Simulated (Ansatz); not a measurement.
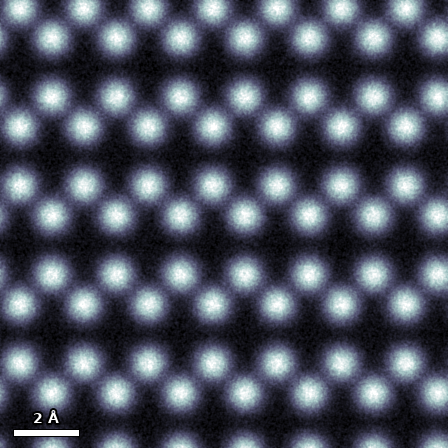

Z-contrast image of Mg (P6_3/mmc, No. 194). Simulation: incoherent imaging, intensity Z^1.7 per atom, probe width 0.74 Å, thin sample. The display is stretched by a gamma of 0.65; percentages refer to the linear signal. Shot noise was added. Structure: the geometry given to an electronic-structure calculation, possibly off equilibrium.

```
Mg
1.0
     3.20509    0.00000    0.00000
    -1.60254    2.77569    0.00000
     0.00000    0.00000    5.15921
Mg
2
Direct
  0.33333 0.66667 0.75000
  0.66667 0.33333 0.25000
```

Question: Which beam direction gives this image, [210], [310], [201] or [211]? (Directions equivalent by symmetry count as one.)

Answer: [201]. The projected cells are 1.60 × 2.58 Å, 90° for [210]; 1.05 × 5.16 Å, 90° for [310]; 2.01 × 2.95 Å, 110° for [201]; 2.48 × 2.48 Å, 99° for [211], and the image repeats as the [201] one does.
